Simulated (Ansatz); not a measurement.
**Ta under a change: Ta → V**

The reference is Ta in the bcc (W type) structure (space group Im-3m, No. 229; a = 3.282 Å).

It is then changed as follows: V takes the place of Ta on all its sites, then cell and atoms are relaxed.

Calculations: PBEsol (Ansatz, a quantum-chemistry and plane-wave program), scalar-relativistic without spin-orbit coupling, earlier PAW set. k-mesh 22×22×22 (Γ-centred); smearing 0.05 eV (Fermi–Dirac), for the changed cell.

The volume per atom decreases by 4.72 Å³, from 17.67 Å³ to 12.95 Å³ and the density drops by 10.47 g/cm³ to 6.53 g/cm³. The lattice parameter a drops by 32.3 pm (328.2 pm → 295.9 pm) and the space group is still Im-3m (No. 229). The band gap stays zero.

Final structure:

```
V
1.0
   -1.47949     1.47949     1.47949
    1.47949    -1.47949     1.47949
    1.47949     1.47949    -1.47949
V
1
Cartesian
  0.00000   0.00000   0.00000
```

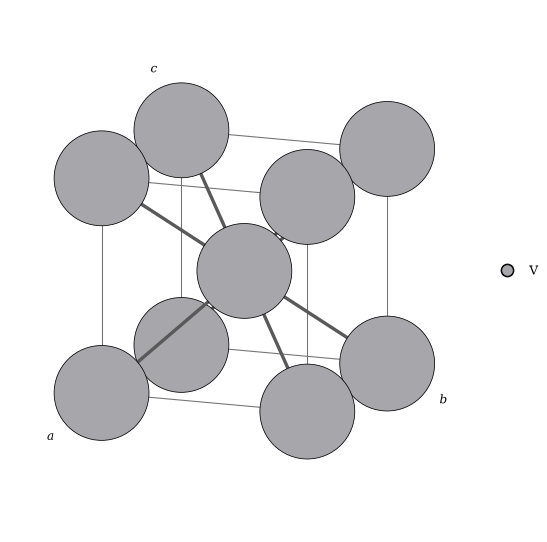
Fig. 1. The relaxed conventional cell after the change

Cost of the whole job for the changed cell (relaxation, final SCF and bands): very roughly 21 core-seconds.

No phonon test of stability was made. Starting moments died away, wholly or in part, for Ta → V; another magnetic solution may exist. The final runs are not spin-polarised.
